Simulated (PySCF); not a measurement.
BiH2Et (C$_{2}$H$_{7}$Bi).

PySCF calculation, BHandHLYP/def2-SVPD, gas phase; geometry: GFN2-xTB. Core potentials replace the inner electrons of Bi; spin–orbit coupling isn't included. No frequency check shows the geometry to be a minimum. GFN2-xTB bond lengths at metals and heavier atoms can be off by up to 0.1 Å and shapes distorted, which carries into these values.

Geometry (Å), atoms numbered from 1:

```
Bi1     -0.4496    0.0538   -0.0116
H2      -1.0513   -1.4744   -0.6877
H3      -0.7772   -0.5973    1.6076
C4       1.7081   -0.7204    0.0020
C5       2.7158    0.4164    0.0028
H6       1.8429   -1.3433   -0.8766
H7       1.8344   -1.3418    0.8812
H8       3.7360    0.0307    0.0086
H9       2.5995    1.0406   -0.8825
H10      2.5907    1.0452    0.8829
```

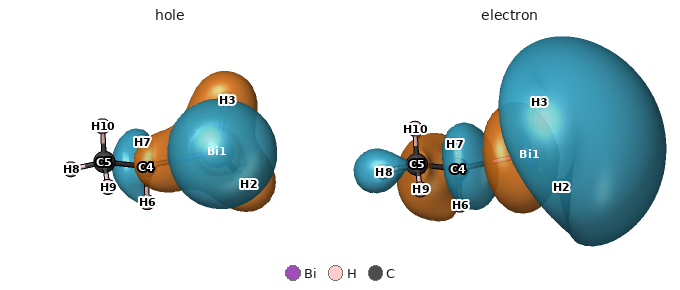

Leading natural transition orbital pair of S₃ (TDA singlet states); the surfaces enclose about 78 % of each orbital's density.

Question: Where does the state lie, and where do hole and electron sit?

Answer: 6.41 eV (194 nm), f = 0.245 (bright), partly diffuse acceptor orbital; the leading pair carries 94 %; hole on Bi1 (64 %), C4 (11 %) and H3 (10 %), electron on Bi1 (67 %), C4 (12 %) and H2 (7 %) (atom shares of so diffuse an orbital are rough); their centroids lie 0.8 Å apart. In canonical orbitals it is mainly HOMO → LUMO+1 (44 %). The HOMO–LUMO gap is 8.23 eV.

Cost of the run: 4.7 min on 1 thread of Arm Neoverse V1 (shared host), peak memory 0.66 GiB.
